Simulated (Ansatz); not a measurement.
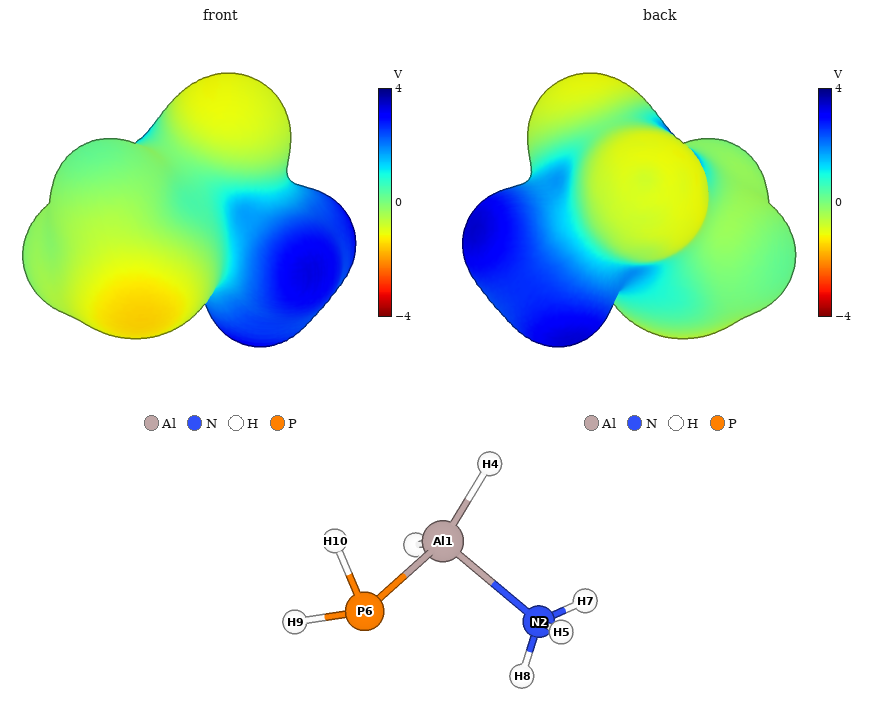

The picture shows: AlH7NP. The electrostatic potential painted on the density surface at 0.004 e/bohr³, seen from the front and from behind; the colour scale runs from red (negative) to blue (positive). The bare structure is drawn below in the same view.

Method: RKS B3LYP-D4/def2-SVP (Ansatz 0.2.0).

```xyz
10

Al   -0.6010   -0.2321   -0.5306
N     0.6385    1.4174   -0.2462
H    -0.0919   -0.6849   -1.9765
H    -2.0182    0.4937   -0.3895
H     0.5246    1.7982    0.6979
P     0.1076   -1.4792    1.3728
H     0.4406    2.1726   -0.9088
H     1.6272    1.1716   -0.3505
H     0.5524   -2.6350    0.6596
H    -1.1796   -2.0222    1.6717
```

Where is the surface potential most negative and most positive?

The most negative region (about −1.5 V) lies over P6, the most positive (about +3.4 V) over H5, H7 and H8.
